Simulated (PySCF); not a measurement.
# C₅H₁₂O (sec-butyl methyl ether): what the fields show

```
atom    x (Å)    y (Å)    z (Å)
   C  -2.0123  -0.9861   0.1199
   C  -1.3854   0.2842  -0.4408
   C   0.1194   0.3513  -0.1622
   C   0.6792   1.7332  -0.5117
   O   0.7235  -0.6764  -0.9316
   C   1.9989  -1.0688  -0.5045
   H  -3.0646  -1.0414  -0.1477
   H  -1.9297  -1.0069   1.2047
   H  -1.5034  -1.8572  -0.2834
   H  -1.5254   0.3127  -1.5221
   H  -1.8660   1.1622  -0.0059
   H   0.3001   0.1509   0.9083
   H   0.4933   1.9489  -1.5609
   H   1.7509   1.7765  -0.3332
   H   0.1992   2.4928   0.0994
   H   2.2779  -1.9217  -1.1212
   H   2.7453  -0.2761  -0.6346
   H   1.9904  -1.3718   0.5511
```

Geometry: GFN2-xTB.

All numbers below come from PySCF, PBE0/def2-SVPD, SCF density, gas phase.

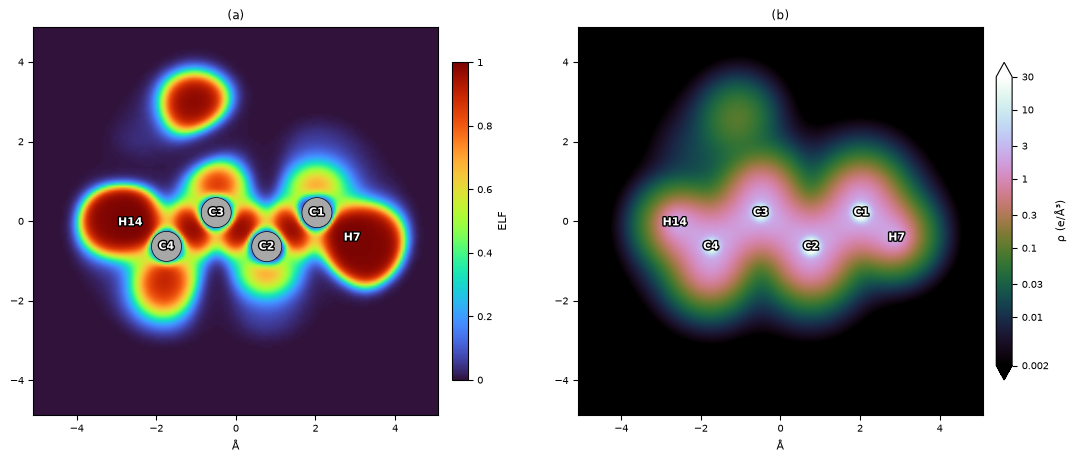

Figure 1. (a) ELF; (b) total electron density on the plane of atoms C2, C1 and H7. Grey discs cover the atomic cores in the ELF map.

Question: What do the fields say about this system?

Answer: The plane passes through C and H nuclei. C–C (1.52 Å): ρ at the midpoint is about 1.6 e/Å³; the ELF peaks at about 0.95 between the atoms, as expected for localised, covalent bonding. C–H (1.09 Å): ρ is about 1.9 e/Å³ halfway; the ELF climbs to about 1 towards the hydrogen, as it does in any bond to H; a covalent bond by its length.

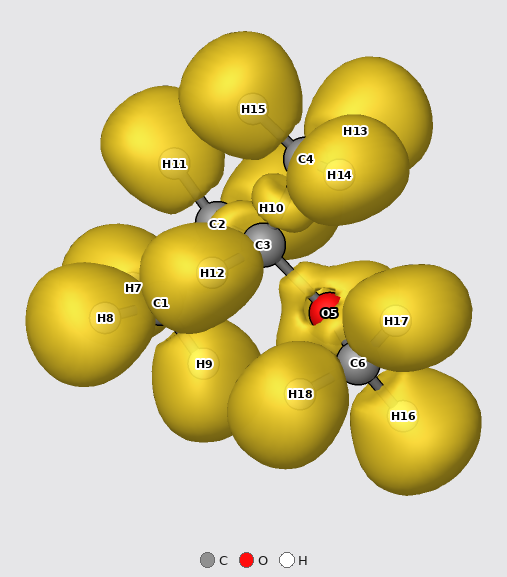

Figure 2. Isosurface of the ELF at 0.75 (yellow), seen at an oblique angle. Only the valence region is drawn (cores and ρ < 0.01 e/Å³ removed).

Question: Describe the localisation domains.

Answer: The ELF exceeds this value in three regions between bonded C–C atoms (shared pairs), twelve regions around hydrogen nuclei and one region on O in which the atom's valence shell and bonds are merged. Along the contacts the grid gives the following. C–O (1.40 Å): the ELF peaks at about 0.90 between the atoms (a shared but strongly polarised pair).

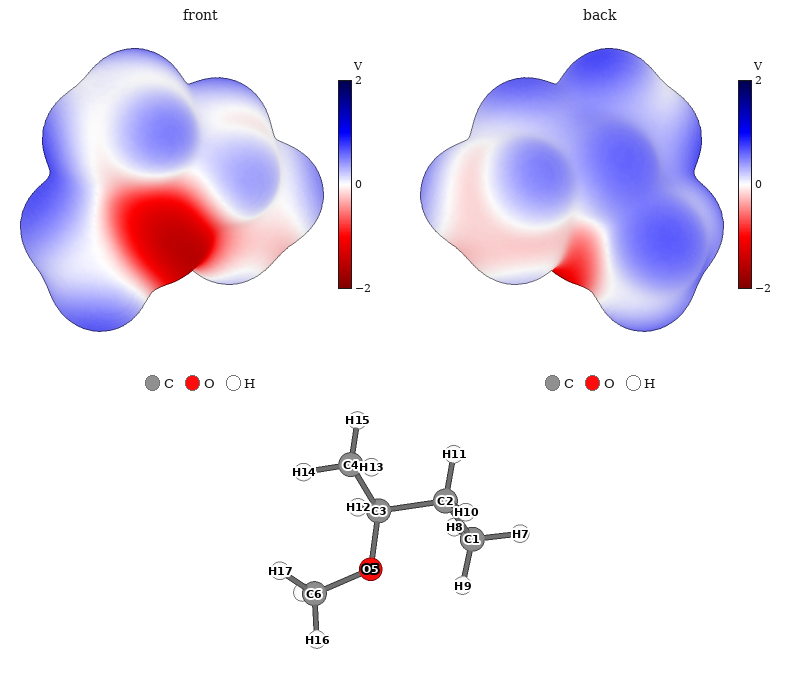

Figure 3. The molecular electrostatic potential painted on the density surface at 0.002 e/bohr³, seen from the front and from behind; red is negative and blue positive. The bare structure is drawn below in the same view.

Question: Which sites attract a positive test charge, and which a negative one?

Answer: A positive charge is drawn to the negative regions and a negative charge to the positive ones. The most negative region (about −1.5 V) lies over O5, the most positive (about +0.7 V) over H14, H15 and H17. O5 is the likeliest acceptor of a hydrogen bond.
